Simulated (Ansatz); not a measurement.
## Fields on a plane of ScAg (CsCl type)

```
ScAg
1.0
    3.33906     0.00000     0.00000
    0.00000     3.33906     0.00000
    0.00000     0.00000     3.33906
Sc Ag
1 1
Direct
  0.50000   0.50000   0.50000
  0.00000   0.00000   0.00000
```

The slice is a {110} plane (indices of the conventional cell) through the point (0.500, 0.500, 0.500) (fractional), spanned by u = [100] and v = [011] in vectors of this cell: u (3.34 Å) and v (4.72 Å, at 90° to u). It covers one period; positions are fractions (u, v).

Atoms on it: Sc at (0.00, 0.00); Ag at (0.50, 0.50).

These are LDA (plane waves to 420 eV, PAW, scalar-relativistic; Ansatz, an electronic-structure program) values and carry that method's errors. k mesh 14×14×14. These are valence fields of a PAW run, semicore shells included where kept as valence: close to a nucleus they are smooth pseudo fields. ScAg is run without spin polarisation. ScAg was relaxed with its symmetry unable to fall.

```
|xxxxx .+**+. xxxx|
|xxxxx -+##+- xxxx|
|xxxxx =*##*= xxxx|
|xxxx -+####+- xxx|
|x   -+**##**+-   |
|.:-=+++====+++=-:|
|++**+=. xx .=+**+|
|%##*= xxxxxx =*##|
|@%#+ xxxxxxxx +#%|
|@@#=xxxxxxxxxx=#@|
|@@#:xxxxxxxxxx:#@|
|@@#.xxxxxxxxxx.#@|
|@@#:xxxxxxxxxx:#@|
|@@#=xxxxxxxxxx=#@|
|@%#+ xxxxxxxx +#%|
|%##*= xxxxxx =*##|
|++**+=. xx .=+**+|
|.:-=+++====+++=-:|
|x   -+**##**+-   |
|xxxx -+####+- xxx|
|xxxxx =*##*= xxxx|
|xxxxx -+##+- xxxx|
|xxxxx .+**+. xxxx|
|xxxxxx.=**=.xxxxx|
```
Scale: ten equal steps from 1.00 (start of ' ') to 9.72 (end of '@'), in the order ' .:-=+*#%@'. Values: electrostatic potential energy of an electron, from the cell's mean, in eV. The map has 17 points along u (one character each, u = 0 at the left) and 24 along v (v = 0 in the bottom row). Points within 1 Å of a nucleus are blanked (x), as the pseudised field means little there. Values under 1 eV are set to 1. The zero, the cell's mean, hangs on the PAW cores.

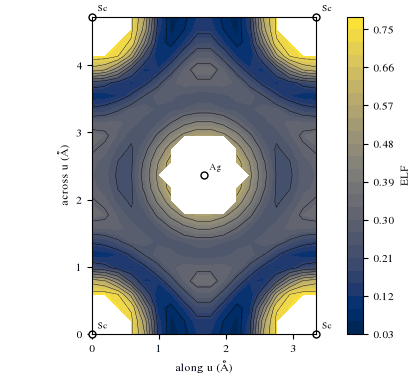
Fig. 1. Electron localisation function (ELF), one period of the plane, atoms marked. Points within 0.5 Å of a nucleus are left white, as the pseudised field means little there.

The density on the Sc–Ag line (2.89 Å) at its density minimum, 1.3 Å from Sc comes out as 0.19 e/Å³ and the ELF at that point is 0.2.
